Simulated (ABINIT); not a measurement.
# BaTiO3 (P4mm): Bethe-Salpeter spectra with ABINIT

Aim: the absorption spectrum of BaTiO3 (P4mm) with electron-hole interaction, and what each part of the kernel does.

Method: PBE and many-body steps on it, plane waves, in ABINIT 10.8.3.

## (1) Starting point

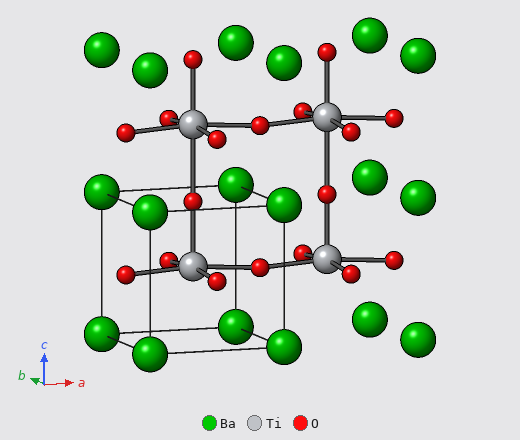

The cell as given, slightly off an axis (barium green, titanium light grey, oxygen red). 2×1×2 cells are drawn. Some periodic images of atoms are drawn too.

Coordinates:

```cif
data_structure
_symmetry_space_group_name_H-M 'P4mm'
_symmetry_Int_Tables_number 99
_cell_length_a 3.9905
_cell_length_b 3.9905
_cell_length_c 4.0230
_cell_angle_alpha 90.000
_cell_angle_beta 90.000
_cell_angle_gamma 90.000
_cell_volume 64.06
loop_
_atom_site_label
_atom_site_type_symbol
_atom_site_symmetry_multiplicity
_atom_site_Wyckoff_symbol
_atom_site_fract_x
_atom_site_fract_y
_atom_site_fract_z
_atom_site_occupancy
Ba1 Ba 1 a 0.00000 0.00000 0.00000 1
Ti1 Ti 1 b 0.50000 0.50000 0.52200 1
O1 O 1 b 0.50000 0.50000 0.97900 1
O2 O 2 c 0.50000 0.00000 0.48800 1
```

The cell and positions come from the Crystallography Open Database and are kept as given unless a step says otherwise. Spin-orbit coupling is left out unless a step names it.

## (2) Empty states on the mesh, 4×4×4 mesh, 83 bands

This step: ABINIT 10.8.3; DFT, PBE, plane waves, norm-conserving pseudopotentials.

The sums over transitions need many empty states on a uniform mesh; this step solves for them.

The input, run.abi:

```
acell 3*1.0 Angstrom
rprim 
  3.990480000000 0.000000000000 0.000000000000
  0.000000000000 3.990480000000 0.000000000000
  0.000000000000 0.000000000000 4.023030000000
ntypat 3
znucl 56 22 8
natom 5
typat 1 2 3 3 3
xred 
  0.000000000000 0.000000000000 0.000000000000
  0.500000000000 0.500000000000 0.522000000000
  0.500000000000 0.500000000000 0.979000000000
  0.500000000000 0.000000000000 0.488000000000
  0.000000000000 0.500000000000 0.488000000000
pp_dirpath "pseudos"
pseudos "Ba.upf, Ti.upf, O.upf"
ecut 38
ngkpt 4 4 4
nshiftk 1
shiftk 0 0 0
kptopt 1
chksymbreak 0
iscf -2
irdden 1
istwfk *1
nband 83
nbdbuf 6
tolwfr 1e-09
nstep 60
prtvol 0
indata_prefix "in"
outdata_prefix "out"
tmpdata_prefix "tmp"
```

Launch:

```
$ OMP_NUM_THREADS=1 mpirun -n 4 abinit run.abi > log
```

Numbers of over 12 decimals in the logs are rounded to 6 here.

Output:

```text
.Version 10.8.3 of ABINIT. v10.8.2 released Aug 2026.

 Symmetries : space group P4 m m (# 99); Bravais tP (primitive tetrag.)
[... echo of the input left out ...]
== DATASET  1 ==================================================================
-   mpi_nproc: 4, omp_nthreads: 1 (-1 if OMP is not activated)

--- !DatasetInfo
iteration_state: {dtset: 1, }
dimensions: {natom: 5, nkpt: 18, mband: 83, nsppol: 1, nspinor: 1, nspden: 1, mpw: 4868, }
cutoff_energies: {ecut:  38.0, pawecutdg:  -1.0, }
[...]
1.59815    1.62078    1.64048    1.64124    1.64124    1.76859    1.81731    1.82792
   1.83685    1.83685    1.85902    1.85902    1.88221    1.88323    1.89032    1.89032
   1.91821    1.92263    1.94268
 prteigrs : prtvol=0 or 1, do not print more k-points.

== END DATASET(S) ==============================================================
================================================================================

 -outvars: echo values of variables after computation  --------
            nband          83
             nkpt          18
          spgroup          99
 [... the other variables as echoed above ...]

 Calculation completed.
```

Run time: 63 s. Hardware: 4 MPI ranks of Arm Neoverse V1, shared host; peak memory 0.39 GiB.

This step gave:

```yaml
gap: 1.851 eV
k_of_the_valence_top: 0.5, 0.5, 0.5
k_of_the_conduction_bottom: 0, 0, 0
least_direct_gap: 2.222 eV
k_points_computed: 18
lowest_point_of_the_top_converged_band_above_the_valence_top: 43.55 eV
```

On this mesh the gap is 1.851 eV.

The density comes from a self-consistent run that is not shown.

## (3) Screening, 4×4×4 mesh, 77 bands, screening to 119.7 eV

The RPA dielectric matrix is built and inverted for each q.

This step: RPA screening on PBE, plane waves, norm-conserving pseudopotentials.

Changes to run.abi since step 2:

```diff
@@ -23,10 +23,11 @@
 chksymbreak 0
-iscf -2
-irdden 1
 istwfk *1
-nband 83
-nbdbuf 6
-tolwfr 1e-09
-nstep 60
-prtvol 0
+occopt 1
+irdwfk 1
+optdriver 3
+nband 77
+ecuteps 4.4
+inclvkb 2
+awtr 1
+symchi 1
 indata_prefix "in"
```

Output:

```text
.Version 10.8.3 of ABINIT. v10.8.2 released Aug 2026.

 Symmetries : space group P4 m m (# 99); Bravais tP (primitive tetrag.)
[... echo of the input left out ...]
== DATASET  1 ==================================================================
-   mpi_nproc: 4, omp_nthreads: 1 (-1 if OMP is not activated)

--- !DatasetInfo
iteration_state: {dtset: 1, }
dimensions: {natom: 5, nkpt: 18, mband: 77, nsppol: 1, nspinor: 1, nspden: 1, mpw: 4868, }
cutoff_energies: {ecut:  38.0, pawecutdg:  -1.0, }
[...]
--------------------------------------------------------------------------------
[... chi0 elements left out ...]
 For q-point:  0.000010 0.000020 0.000030
  dielectric constant =   5.7978
  dielectric constant without local fields =   6.4121

  Average fulfillment of the sum rule on Im[epsilon] for q-point    1 :     50.63  [%]
[... wings left out ...]
  q-point number  2        q = ( 0.250000, 0.000000, 0.000000) [r.l.u.]
--------------------------------------------------------------------------------
[... chi0 elements left out ...]
  Average fulfillment of the sum rule on Im[epsilon] for q-point    2 :     67.10  [%]

 [... 16 further q-points ...]
```

It took 97 s on 4 MPI ranks; peak memory 1.4 GiB.

This step gave:

* ε∞ with local fields, on this mesh, along the program's q direction: 5.798
* the same without local fields: 6.412
* plasma frequency: 29.34 eV
* plane waves in the screening matrix: 179

Local fields lower ε∞ by 10 %. On a Γ-centred mesh this coarse the value itself is usually too large, while a short band sum pulls it down.

## (4) Self-energy, 4×4×4 mesh, 77 bands, screening to 119.7 eV

The self-energy is evaluated for the states that the input lists, and the levels follow from it, in one-shot runs by the linearised quasiparticle equation.

This step: G0W0 on PBE, plane waves, norm-conserving pseudopotentials.

Changes to run.abi since step 3:

```diff
@@ -26,8 +26,17 @@
 irdwfk 1
-optdriver 3
+optdriver 4
 nband 77
+gwcalctyp 0
+ecutsigx 38
+symsigma 1
+nkptgw 2
+kptgw 
+  0.5000000000 0.5000000000 0.5000000000
+  0.0000000000 0.0000000000 0.0000000000
+bdgw 
+  18 23
+  19 23
 ecuteps 4.4
-inclvkb 2
-awtr 1
-symchi 1
+irdscr 1
+ppmodel 1
 indata_prefix "in"
```

Output:

```text
.Version 10.8.3 of ABINIT. v10.8.2 released Aug 2026.

 Symmetries : space group P4 m m (# 99); Bravais tP (primitive tetrag.)
[... echo of the input left out ...]
== DATASET  1 ==================================================================
-   mpi_nproc: 4, omp_nthreads: 1 (-1 if OMP is not activated)

--- !DatasetInfo
iteration_state: {dtset: 1, }
dimensions: {natom: 5, nkpt: 18, mband: 77, nsppol: 1, nspinor: 1, nspden: 1, mpw: 4868, }
cutoff_energies: {ecut:  38.0, pawecutdg:  -1.0, }
[...]
Band     E0 <VxcDFT>   SigX SigC(E0)      Z dSigC/dE  Sig(E)    E-E0       E
[...]
22   8.936 -19.060 -12.059  -4.707   0.780  -0.281 -17.269   1.791  10.727
       23   8.936 -19.060 -12.059  -4.707   0.780  -0.281 -17.269   1.791  10.727

== END DATASET(S) ==============================================================
================================================================================

 -outvars: echo values of variables after computation  --------
           etotal      0.0000000000E+00
            nband          77
             nkpt          18
          spgroup          99
 [... the other variables as echoed above ...]

 Calculation completed.
```

Wall time 12 s (4 MPI ranks); peak memory 1 GiB.

This step gave:

```
G0W0 gap on the points computed              : 3.435 eV
starting gap on the mesh                     : 1.851 eV
k of the valence top                         : 0.5, 0.5, 0.5
k of the conduction bottom                   : 0, 0, 0
least direct G0W0 gap on the computed points : 3.811 eV
```

The gap on the mesh goes from 1.85 eV to 3.43 eV, a correction of +1.58 eV.

The gap opens by 1.584 eV; the next steps shift the empty bands rigidly by 1.584 eV.

## (5) Excitons

Optical absorption needs the electron-hole interaction, solved here in a basis of vertical transitions on the mesh.

This step: Bethe-Salpeter equation on PBE with a scissors shift, plane waves, norm-conserving pseudopotentials.

Changes to run.abi since step 4:

```diff
@@ -26,17 +26,17 @@
 irdwfk 1
-optdriver 4
-nband 77
-gwcalctyp 0
-ecutsigx 38
-symsigma 1
-nkptgw 2
-kptgw 
-  0.5000000000 0.5000000000 0.5000000000
-  0.0000000000 0.0000000000 0.0000000000
-bdgw 
-  18 23
-  19 23
-ecuteps 4.4
+optdriver 99
+bs_calctype 1
+mbpt_sciss 1.584 eV
+bs_loband 15
+nband 26
+bs_exchange_term 1
+bs_coulomb_term 11
+bs_coupling 0
+bs_algorithm 1
+bs_freq_mesh 0 10 0.1 eV
+zcut 0.15 eV
+ecuteps 4
+ecutwfn 19
+inclvkb 2
 irdscr 1
-ppmodel 1
 indata_prefix "in"
```

Output:

```text
.Version 10.8.3 of ABINIT. v10.8.2 released Aug 2026.

 Symmetries : space group P4 m m (# 99); Bravais tP (primitive tetrag.)
[... echo of the input left out ...]
== DATASET  1 ==================================================================
-   mpi_nproc: 4, omp_nthreads: 1 (-1 if OMP is not activated)

--- !DatasetInfo
iteration_state: {dtset: 1, }
dimensions: {natom: 5, nkpt: 18, mband: 26, nsppol: 1, nspinor: 1, nspden: 1, mpw: 1743, }
cutoff_energies: {ecut:  19.0, pawecutdg:  -1.0, }
electrons: {nelect:   4.00000000E+01, charge:   0.00000000E+00, occopt:   1.00000000E+00, tsmear:   1.00000000E-02, }

 Exciton: Calculation of dielectric properties by solving the Bethe-Salpeter equation
 in frequency domain and reciprocal space on a transitions basis set.
 Based on a program developed by L. Reining, V. Olevano, F. Sottile,
 S. Albrecht, and G. Onida. Incorporated in ABINIT by M. Giantomassi.

.Using double precision arithmetic ; gwpc =  8

[... cell and pseudopotentials left out ...]
--------------------------------------------------------------------------------

 ==== K-mesh for the wavefunctions ====
 Number of points in the irreducible wedge :    18
[... list of points left out ...]
 Together with  8 symmetry operations and time-reversal symmetry
 yields    64 points in the full Brillouin Zone.

 ==== Q-mesh for the screening function ====
 Number of points in the irreducible wedge :    18
[... list of points left out ...]
 Together with  8 symmetry operations and time-reversal symmetry
 yields    64 points in the full Brillouin Zone.

 vcoul_init : cutoff-mode = AUXILIARY_FUNCTION
 q-points for optical limit:   1
     1)      0.000010    0.000020    0.000030
 setmesh: FFT mesh size selected  =    24x   24x   24
          total number of points  =        13824

 ==== Fundamental parameters for the solution of the Bethe-Salpeter equation: ====
 Algorithm: Direct diagonalization.
 Dimension of the v, W matrices,  npweps  = 171
 Cutoff for the wavefunctions,    npwwfn  = 1743
 Number of k-points in the IBZ,   nkibz   = 18
 Highest empty band included,     nband   = 26
 === Spin UP ===
 Number of resonant transitions          2304
 Lowest occupied state                   15
 Highest occupied state                  20
 Lowest unoccupied state                 21
 Highest unoccupied state                26
 Minimum frequency [eV]           Emin    =   0.00
 Maximum frequency [eV]           Emax    =  10.00
 Frequency step [eV]              dE      =   0.10
 Lorentzian broadening [eV]       eta     =   0.15
 RPA L0 with KS energies and KS wavefunctions
 Scissors operator energy [eV] =          1.58
 Local fields effects (v term) included
 Excitonic effects (W term) included
 Full W_GG' included
 W is read from an external SCR file
 Resonant-only calculation (Hermitian case)

 Calculating epsilon_Macro(q-->0,w), along the following directions:
 q = (  1.200174  0.000000  0.000000) [r.l.u.]
 q = (  0.000000  1.200174  0.000000) [r.l.u.]
 q = (  0.000000  0.000000  1.209964) [r.l.u.]
 q = (  1.200174  0.000000  0.000000) [r.l.u.]
 q = (  0.000000  1.200174  0.000000) [r.l.u.]
 q = (  0.000000  0.000000  1.209964) [r.l.u.]
 Number of electrons calculated from density =   39.9726; Expected =   40.0000
 average of density, n =  0.092462
 r_s =    1.3719
 omega_plasma =   29.3317 [eV]

. Writing resonant excitonic Hamiltonian on file out_BSR; file size=   0.04 [Gb].
 Direct diagonalization of the resonant excitonic Hamiltonian, Matrix size= 2304
. Using LAPACK sequential version.
 Excitonic eigenvalues in eV up to n=   32
   3.30672   3.30673   3.42193   3.58351   3.58352   3.64379   3.64379   3.70135
   3.70155   3.70829   3.72448   3.75726   3.75727   3.87778   3.87778   4.05018
   4.05020   4.09386   4.09444   4.12658   4.14789   4.20758   4.22698   4.22716
   4.24253   4.30020   4.32761   4.32808   4.34345   4.34407   4.38836   4.40525

 First excitonic eigenvalue=    3.31 [eV]
 Last  excitonic eigenvalue=   13.14 [eV]

 GW  direct gap       3.81  0.00 [eV]
 EXC direct gap       3.31  0.00 [eV]
 EXC binding energy   0.50  0.00 [eV]

 Excitonic eigenvalues up to the GW energy gap [eV]
  1 (  3.31  0.00)
  2 (  3.31  0.00)
  3 (  3.42  0.00)
  4 (  3.58  0.00)
  5 (  3.58  0.00)
  6 (  3.64  0.00)
[...]
11 (  3.72  0.00)
 12 (  3.76  0.00)
 13 (  3.76  0.00)

 Macroscopic dielectric function:
 omega [eV] <KS_RPA_nlf>  <GW_RPA_nlf>  <BSE>
   0.0000   4.4664   0.0000   3.5616   0.0000   3.9582   0.0000
   0.1000   4.4685   0.0062   3.5623   0.0021   3.9594   0.0035
   0.2000   4.4746   0.0124   3.5645   0.0043   3.9629   0.0071
   0.3000   4.4849   0.0188   3.5680   0.0064   3.9688   0.0107
   0.4000   4.4996   0.0254   3.5730   0.0086   3.9772   0.0144
   0.5000   4.5186   0.0323   3.5795   0.0108   3.9880   0.0182
   0.6000   4.5424   0.0396   3.5874   0.0131   4.0013   0.0221
   0.7000   4.5711   0.0474   3.5969   0.0154   4.0173   0.0261
   0.8000   4.6051   0.0559   3.6079   0.0178   4.0360   0.0303
   0.9000   4.6449   0.0651   3.6205   0.0203   4.0575   0.0348

 Writing KS-RPA macroscopic dielectric function without local fields to file: out_RPA_NLF_MDF
 Writing GW-RPA macroscopic dielectric function without local fields to file: out_GW_NLF_MDF
 Writing EXC Macroscopic dielectric function to file: out_EXC_MDF

== END DATASET(S) ==============================================================
================================================================================

 -outvars: echo values of variables after computation  --------
           etotal      0.0000000000E+00
            nband          26
             nkpt          18
          spgroup          99
 [... the other variables as echoed above ...]

 Calculation completed.
```

It took 3.3 min on 4 MPI ranks; peak memory 0.6 GiB; 13 min of CPU time.

This step gave:

| Property | Result |
| --- | --- |
| direct gap of the transition levels | 3.806 eV |
| transitions in the window | 2304 |
| first strong exciton (over a fiftieth of the strongest listed) | 3.307 eV |
| lowest state | 3.307 eV |
| binding of the lowest state below the direct gap | 0.4989 eV |
| Coulomb term of one mesh cell | 0.4407 eV |

The binding is 1.1 times the screened Coulomb term of one mesh cell (0.44 eV), so it is not shown settled.

The lowest state lies at 3.307 eV, 0.499 eV under the direct gap.

Lines within 3 meV are set at the lowest of them, and the highest group, which the list may cut short, is left out; lines within 3 meV are set at the lowest of them, and the highest group, which the list may cut short, is left out. Exciton lines, with heights relative to the strongest:

| position (eV) | lines merged | oscillator strength, relative |
| --- | --- | --- |
| 3.307 | 2 | 100 |
| 3.422 | 1 | 0.0 |
| 3.583 | 2 | 51 |
| 3.644 | 2 | 0.1 |
| 3.701 | 2 | 0.0 |
| 3.708 | 1 | 0.0 |
| 3.724 | 1 | 5.4 |
| 3.757 | 2 | 37 |

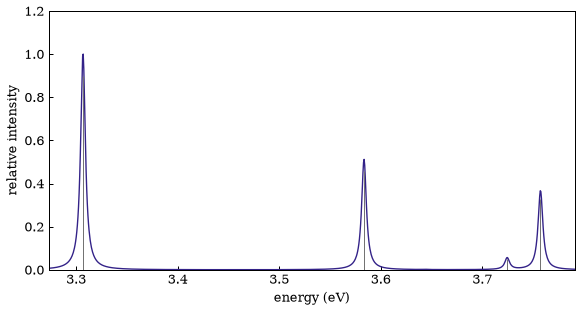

The exciton spectrum, broadened with Lorentzians of width 0.0056 eV; bars mark the lines.

The ε₂ has structure finer than the step of the table below, so its rows give means over 0.5 eV, whole bins alone (the curve runs from 0 to 10 eV). Peaks (eV: height): BSE 4.80: 8.69, 6.80: 5.39; no electron-hole interaction 5.90: 9.07, 7.40: 5.26; Kohn-Sham, no shift 4.30: 9.11, 5.80: 5.31.

Mean over the three Cartesian directions of q; broadening 0.15 eV; transition window only. Limits: finite bands, cutoff and mesh; no spin-orbit coupling; coarse k mesh; exciton not shown settled in the k mesh. The ε₂ by photon energy; means over each step:

| photon energy (eV) | BSE | no electron-hole interaction | Kohn-Sham, no shift |
| --- | --- | --- | --- |
| 0.5 | 0.0183 | 0.0109 | 0.0328 |
| 1.0 | 0.0399 | 0.0230 | 0.0771 |
| 1.5 | 0.0698 | 0.0380 | 0.167 |
| 2.0 | 0.121 | 0.0587 | 0.663 |
| 2.5 | 0.243 | 0.0924 | 1.83 |
| 3.0 | 1.05 | 0.164 | 1.84 |
| 3.5 | 2.71 | 0.512 | 3.85 |
| 4.0 | 2.86 | 1.75 | 7.47 |
| 4.5 | 6.29 | 1.78 | 7.41 |
| 5.0 | 7.28 | 3.35 | 4.13 |
| 5.5 | 5.05 | 6.89 | 3.42 |
| 6.0 | 3.68 | 7.95 | 4.41 |
| 6.5 | 3.22 | 4.52 | 3.31 |
| 7.0 | 3.61 | 3.19 | 2.43 |
| 7.5 | 2.63 | 4.58 | 2.47 |
| 8.0 | 2.16 | 3.39 | 2.38 |
| 8.5 | 2.09 | 2.64 | 1.69 |
| 9.0 | 2.26 | 2.38 | 1.53 |
| 9.5 | 1.59 | 2.51 | 0.747 |

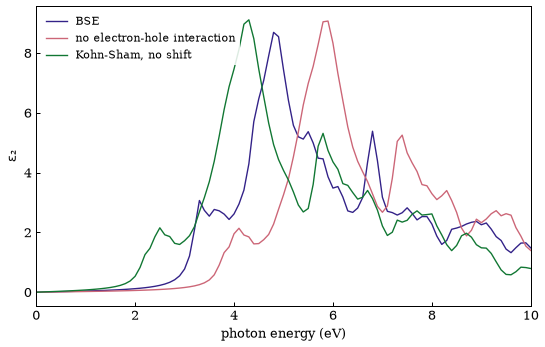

ε₂, plotted against photon energy.

## (6) Triplet (no exchange term)

Changes to run.abi since step 5:

```diff
@@ -29,5 +29,5 @@
 mbpt_sciss 1.584 eV
-bs_loband 15
-nband 26
-bs_exchange_term 1
+bs_loband 14
+nband 25
+bs_exchange_term 0
 bs_coulomb_term 11
@@ -35,3 +35,3 @@
 bs_algorithm 1
-bs_freq_mesh 0 10 0.1 eV
+bs_freq_mesh 0 8 0.05 eV
 zcut 0.15 eV
```

Output:

```text
.Version 10.8.3 of ABINIT. v10.8.2 released Aug 2026.

 Symmetries : space group P4 m m (# 99); Bravais tP (primitive tetrag.)
[... echo of the input left out ...]
== DATASET  1 ==================================================================
-   mpi_nproc: 4, omp_nthreads: 1 (-1 if OMP is not activated)

--- !DatasetInfo
iteration_state: {dtset: 1, }
dimensions: {natom: 5, nkpt: 18, mband: 25, nsppol: 1, nspinor: 1, nspden: 1, mpw: 1743, }
cutoff_energies: {ecut:  19.0, pawecutdg:  -1.0, }
electrons: {nelect:   4.00000000E+01, charge:   0.00000000E+00, occopt:   1.00000000E+00, tsmear:   1.00000000E-02, }

 Exciton: Calculation of dielectric properties by solving the Bethe-Salpeter equation
 in frequency domain and reciprocal space on a transitions basis set.
 Based on a program developed by L. Reining, V. Olevano, F. Sottile,
 S. Albrecht, and G. Onida. Incorporated in ABINIT by M. Giantomassi.

.Using double precision arithmetic ; gwpc =  8

[... cell and pseudopotentials left out ...]
--------------------------------------------------------------------------------

 ==== K-mesh for the wavefunctions ====
 Number of points in the irreducible wedge :    18
[... list of points left out ...]
 Together with  8 symmetry operations and time-reversal symmetry
 yields    64 points in the full Brillouin Zone.

 ==== Q-mesh for the screening function ====
 Number of points in the irreducible wedge :    18
[... list of points left out ...]
 Together with  8 symmetry operations and time-reversal symmetry
 yields    64 points in the full Brillouin Zone.

 vcoul_init : cutoff-mode = AUXILIARY_FUNCTION
 q-points for optical limit:   1
     1)      0.000010    0.000020    0.000030
 setmesh: FFT mesh size selected  =    24x   24x   24
[...]
average of density, n =  0.092462
 r_s =    1.3719
 omega_plasma =   29.3317 [eV]

. Writing resonant excitonic Hamiltonian on file out_BSR; file size=   0.04 [Gb].
 Direct diagonalization of the resonant excitonic Hamiltonian, Matrix size= 2240
. Using LAPACK sequential version.
 Excitonic eigenvalues in eV up to n=   32
   3.29481   3.29489   3.41933   3.57759   3.57783   3.64281   3.64284   3.68692
   3.68725   3.69893   3.70132   3.74352   3.74353   3.87595   3.87604   4.04036
   4.04037   4.08998   4.09371   4.11118   4.12134   4.12194   4.22401   4.22420
   4.23307   4.29569   4.30916   4.31024   4.32568   4.32657   4.35868   4.38570

 First excitonic eigenvalue=    3.29 [eV]
 Last  excitonic eigenvalue=   12.68 [eV]

 GW  direct gap       3.81  0.00 [eV]
 EXC direct gap       3.29  0.00 [eV]
 EXC binding energy   0.51  0.00 [eV]

 Excitonic eigenvalues up to the GW energy gap [eV]
  1 (  3.29  0.00)
  2 (  3.29  0.00)
  3 (  3.42  0.00)
[...]
12 (  3.74  0.00)
 13 (  3.74  0.00)

 Macroscopic dielectric function:
 omega [eV] <KS_RPA_nlf>  <GW_RPA_nlf>  <BSE>
   0.0000   4.3644   0.0000   3.4723   0.0000   4.0692   0.0000
   0.0500   4.3649   0.0031   3.4725   0.0011   4.0695   0.0021
   0.1000   4.3665   0.0062   3.4730   0.0021   4.0706   0.0042
[...]
0.4000   4.3975   0.0254   3.4836   0.0085   4.0915   0.0170
   0.4500   4.4065   0.0288   3.4866   0.0096   4.0975   0.0192

 Writing KS-RPA macroscopic dielectric function without local fields to file: out_RPA_NLF_MDF
 Writing GW-RPA macroscopic dielectric function without local fields to file: out_GW_NLF_MDF
 Writing EXC Macroscopic dielectric function to file: out_EXC_MDF

== END DATASET(S) ==============================================================
================================================================================

 -outvars: echo values of variables after computation  --------
           etotal      0.0000000000E+00
            nband          25
             nkpt          18
          spgroup          99
 [... the other variables as echoed above ...]

 Calculation completed.
```

Wall time 3.1 min (4 MPI ranks); peak memory 0.59 GiB; 12 min of CPU time.

The lowest triplet lies at 3.295 eV; without spin-orbit coupling triplets are dark, so no spectrum is read.

(Continued in part 2 of 3.)

[Paths, hosts, dates, memory and timing lines, banners, echoed tables and standing remarks are left out of the program output.]

[Logs are printed without paths, hosts, clocks, repeated set-up lines and the standing remarks that a program may print on its own settings, such as how far it seeks lower states.]

[Runs of the session that timed out or met a known fault of the program may be left out.]

[Hosts, paths, dates, database ids (printed as entryN), source tags and the programs' standing remarks are cut or masked in the printed files.]

[G0W0 gaps are taken among the corrected bands and points alone; a level outside them can change the order at an edge.]

[Where Ansatz stands beside ABINIT at settings called matched, ABINIT's density can come from a denser mesh and the files from another edition; pairs whose starting gaps differed by over 0.03 eV were left out, so agreement reads better than it is.]
